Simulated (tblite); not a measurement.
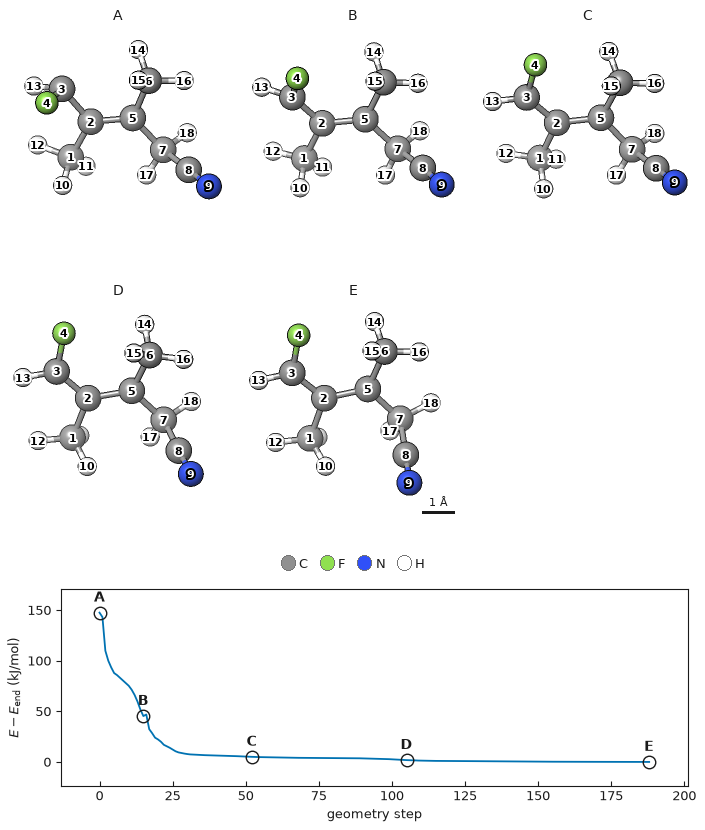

Frames of a relaxation of C$_{7}$H$_{9}$FN (multiplicity 2), marked on the history of the run. A ball-and-stick model, seen at a tilt.

Theory: GFN2-xTB geometry optimisation, gas phase (tblite 0.8.0). 

> What happens along the run?

The atom that moves furthest after the best rigid fit is F4 (1.56 Å). Largest moves by element: F 1.56 Å, N 1.32 Å, H 0.90 Å, C 0.68 Å. Near-neighbour distances that change, for instance: C2–C3 1.497 → 1.371 Å, C2–C5 1.330 → 1.395 Å, C1–H12 1.142 → 1.086 Å, C7–C8 1.485 → 1.446 Å. Among the angles between lasting bonds that change: C2–C3–H13 106.5° → 124.1°, C2–C3–F4 110.7° → 124.2°, C3–C2–C5 118.7° → 124.8°. Groups turn about C5–C7 by about 40°, C1–C2 by about 30°. Over 188 geometry steps the energy falls by 147.5 kJ/mol. The run took 2.7 s on 1 thread of Intel(R) Xeon(R) Platinum 8259CL CPU @ 2.50GHz, with other jobs on the host. From step 0 to 15: F4 moves most (0.91 Å), energy −102.2 kJ/mol. From step 15 to 52: F4 moves most (0.63 Å), energy −40.3 kJ/mol. From step 52 to 105: N9 moves most (0.75 Å), energy −3.25 kJ/mol. From step 105 to 188: N9 moves most (0.60 Å), energy −1.82 kJ/mol.

```csv
step,"E − E(0), kJ/mol"
0,0.00
1,-4.34
2,-37.65
3,-47.49
4,-54.13
5,-59.69
6,-61.74
7,-64.33
8,-66.83
9,-69.43
10,-72.27
19,-123.53
29,-139.25
38,-141.01
47,-141.83
57,-142.88
66,-143.36
76,-143.56
85,-143.74
94,-144.27
104,-145.61
113,-146.46
122,-146.62
132,-146.86
141,-147.09
151,-147.24
160,-147.35
169,-147.42
179,-147.47
188,-147.53
```
